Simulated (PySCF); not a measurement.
GaC (charge −1, triplet)

| atom | x (Å) | y (Å) | z (Å) |
| --- | --- | --- | --- |
| Ga | 0.0000 | 0.0000 | -0.2806 |
| C | 0.0000 | 0.0000 | 1.6114 |

⟨S²⟩ = 2.08, above the pure value of 2.00.

Level of theory: PBE0/def2-SVPD, non-relativistic Hamiltonian with scalar-relativistic core potentials where named, at a bond length of 1.892 Å in PySCF.

### Predict the electron density, electron localisation function and spin density between the atoms.

C–Ga (1.89 Å): ρ is about 0.74 e/Å³ halfway; the ELF peaks at about 0.80 in the valence shell of C, 0.6 Å from its nucleus, and is about 0.35 at the midpoint.
The unpaired spin (2 electrons) lies mostly on C2 (about 1.6) and Ga1 (about 0.4), in electrons by Hirshfeld's partition.

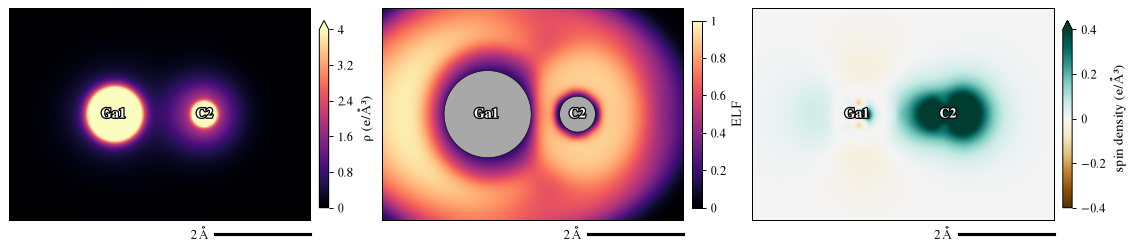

Computed electron density, electron localisation function and spin density on a plane that holds the molecular axis, in this order. Grey discs cover the atomic cores in the ELF map. 
